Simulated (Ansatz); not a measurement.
Consider C4H2Cl2Ti.

```xyz
9

C     0.4648   -2.3845    1.2391
C     0.3500   -1.5231    0.3728
C    -0.3807    1.5462   -0.0305
C    -0.7114    2.5517    0.5903
Cl   -1.4222   -0.6573   -2.3731
Cl    2.0695    0.2287   -1.9515
Ti    0.1552   -0.1021   -1.0026
H     0.5652   -3.1396    2.0012
H    -1.0018    3.4336    1.1371
```

Geometry: PBE0-D4/def2-SVP.

All numbers below come from isolated molecule in a Gaussian basis; Kohn-Sham density functional theory, functional PBE0 (Ansatz 0.2.0).

### What will maps of the electron density and electron localisation function show?

C–C (1.23 Å): the density is about 2.6 e/Å³ at the midpoint; the ELF peaks at about 0.85 between the atoms (a multiple bond).
C–Ti (1.99 Å): the density is about 0.84 e/Å³ at the midpoint; the ELF peaks at about 0.95 in the valence shell of C, 0.7 Å from its nucleus, and is about 0.50 at the midpoint.
C–H (1.08 Å): the density is about 2 e/Å³ at the midpoint; the ELF climbs to about 1 towards the hydrogen, as it does in any bond to H; a covalent bond by its length.

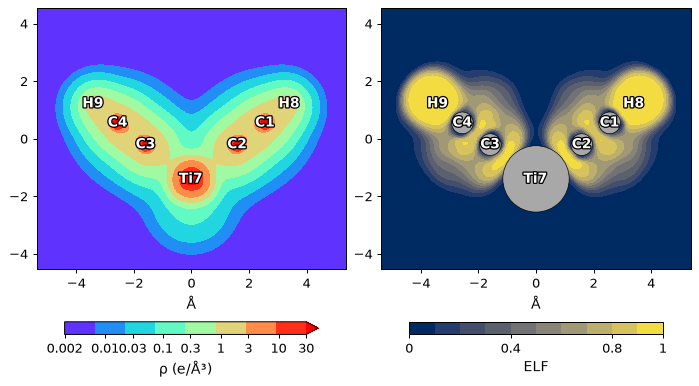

Computed electron density and electron localisation function on the plane of atoms C2, Ti7 and C3, in this order. Grey discs cover the atomic cores in the ELF map. 
